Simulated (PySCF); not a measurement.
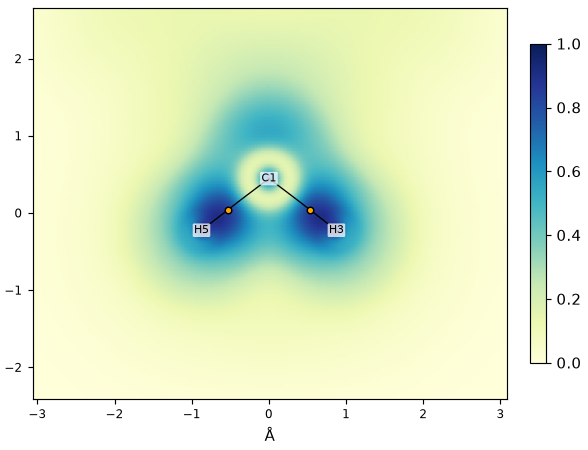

Figure 1: CH₆Al, charge −1, SMILES `[CH3][AlH3-]`. Localised orbital locator (LOL) in the plane of C1, H3 and H5, with bond paths and bond critical points (dots).

Level of theory: BLYP/def2-SVPD (PySCF), at a geometry from GFN2-xTB. No frequency check shows the geometry to be a minimum.

Question: What values does LOL take at the bond critical points in this plane?

Answer: C1–H5 and C1–H3: about 0.85. Values above 0.5 mark slow, localised electrons, as in shared pairs; low values at a critical point mark a polar or closed-shell contact whose critical point lies between the shells.

Question: Where along C1–H5 does the critical point lie?

Answer: 0.67 Å from C1 and 0.43 Å from H5.
